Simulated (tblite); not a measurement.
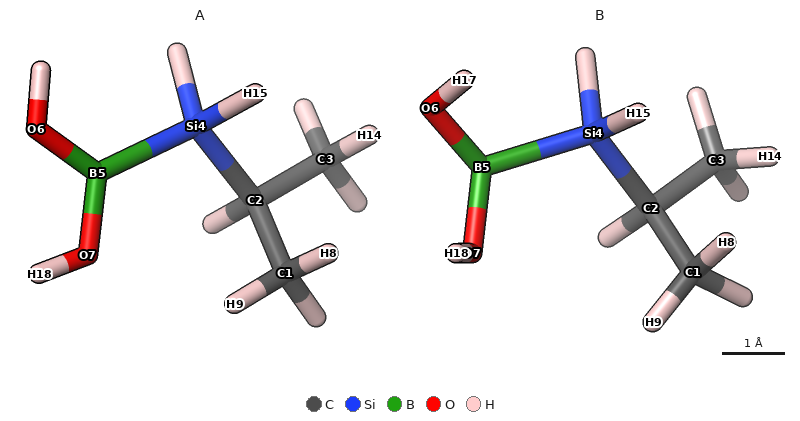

Two geometries of C$_{3}$H$_{11}$BO$_{2}$Si, drawn at one scale. One is the start of a relaxation, the other its converged end. The picture is a stick view, seen at a tilt.

Method: tblite, GFN2-xTB geometry optimisation, gas phase. 

**Which geometry has the lower energy?**

Structure A is the relaxed one. An H atom moves most after the best rigid fit: 0.60 Å. Largest moves by element: H 0.60 Å, B 0.59 Å, O 0.54 Å, C 0.15 Å, Si 0.14 Å. Among the contacts that change: B–O 1.473 → 1.349 Å, B–O 1.461 → 1.366 Å, C–Si 1.866 → 1.914 Å, C–H 1.126 → 1.089 Å. Bond angles that change, for instance: B–O–H 108.0° → 117.9°, Si–B–O 116.2° → 124.8°, B–Si–H 104.9° → 112.4°. Groups turn about C–C by about 25°. The energy falls by 1.801 eV in 102 geometry steps.
